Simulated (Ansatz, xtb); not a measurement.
Pulling on the Al1–H2 bond in AlClH2 (SMILES [AlH2][Cl]) (multiplicity 1 held, fragments rigid). Energies count from the point at 1.569 Å.
Geometry at that point (charge 0, multiplicity 1):
```xyz
4

Al    -0.005    -0.351    -1.014
H     -1.393    -0.455    -1.740
H      1.376    -0.722    -1.661
Cl     0.005     0.338     0.976
```

Restricted levels (R-, RO-) in cc, def2 and unpolarised 6-31G sets keep to the state of the molecule at rest. Unrestricted levels (U-) break spin symmetry where that is lower. Active spaces are followed from a long bond inwards. Curves can end on different states.

Frozen-core correlation.

Run with Ansatz (a program for electronic structure) with Gaussian orbitals; xtb for the GFN methods. Values without a source in brackets are computed. The GFN methods have no spin term and hold the electronic entropy of 300 K.

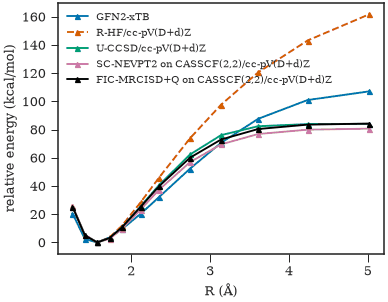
Figure: Relative energy along the coordinate

Q: Read off the R-HF/cc-pV(D+d)Z curve at R = 2.746.

A: about 74 kcal/mol

Doubts at one or more of the structures used: a restricted determinant that unrestricted orbitals would lower (R-HF/cc-pV(D+d)Z); a spin-contaminated determinant (U-CCSD/cc-pV(D+d)Z); T1 above 0.05 (U-CCSD/cc-pV(D+d)Z).
